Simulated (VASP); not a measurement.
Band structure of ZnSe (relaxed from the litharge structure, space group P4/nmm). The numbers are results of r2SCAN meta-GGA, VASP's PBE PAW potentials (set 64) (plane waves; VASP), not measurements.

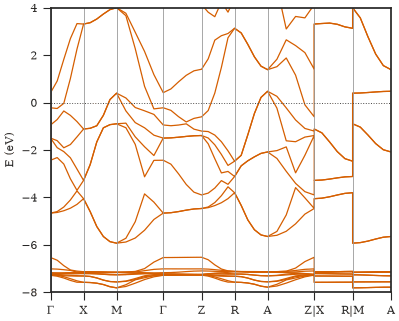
Figure: Bands along high-symmetry lines, zero at the valence-band maximum or, without a gap, the Fermi level

Task: Read the plot: is there a gap, and where are the band edges?

Result: It has no gap at this level: it comes out as a metal or semimetal.

The structure was generated: ZnSe was put into the litharge type (P4/nmm), which need not be its known phase. It was relaxed first, which changed the volume by +15 %.
